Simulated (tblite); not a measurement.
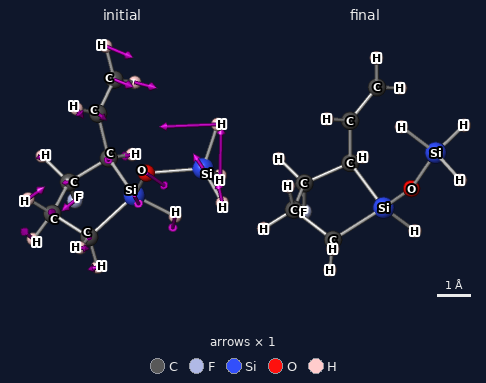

The structure of C6H13FOSi2 before (left) and after (right) a relaxation, at one scale. The purple arrows give the displacements, at their true length.

A ball-and-stick model, seen at a tilt.

The calculation used tblite, GFN2-xTB geometry optimisation, gas phase. 

**What changed between the two?**

The energy falls by 35.5 kcal/mol in 214 geometry steps. The atom that moves furthest after the best rigid fit is an H atom (1.81 Å). Largest moves by element: H 1.81 Å, O 1.21 Å, Si 0.76 Å, C 0.74 Å, F 0.57 Å. Near-neighbour distances that change, for instance: Si–Si 2.732 → 3.189 Å, O–Si 1.730 → 1.627 Å, C–Si 1.829 → 1.925 Å, O–Si 1.689 → 1.616 Å. Among the angles between lasting bonds that change: Si–O–Si 106.1° → 159.2°, C–Si–H 109.3° → 116.9°, O–Si–H 110.9° → 103.4°. Groups turn about O–Si by about 95°, O–Si by about 65°, C–C by about 30°.
